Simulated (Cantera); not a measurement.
A closed system holds: 1 mol n-butane, 0.027 mol O2, 1.4 mol H2O, equilibrated at 17.0 mbar.

Method: chemical equilibrium by Gibbs-energy minimisation in Cantera with the NASA 1993 tables (ideal gas, pure condensed phases). Candidate condensed phases: C, C6H6, C7H8, C8H18, H2O; 110 gas species. Kinetics and transport are ignored.

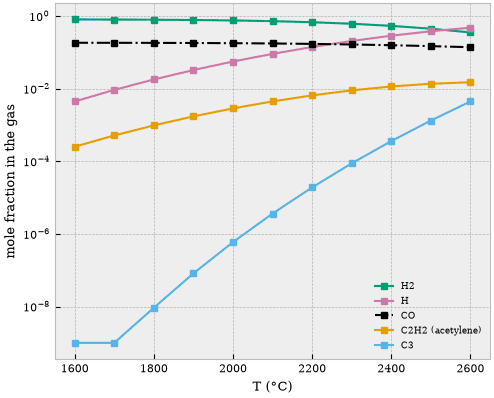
Fig. 1. Equilibrium gas composition (values under 1e-9 drawn at 1e-9)

### Question
Read off the mole fractions at 1900 °C.

### Answer
H2 about 0.78, CO about 0.18, H about 0.033, C2H2 (acetylene) about 0.0017, C3 about 8.2e-8.
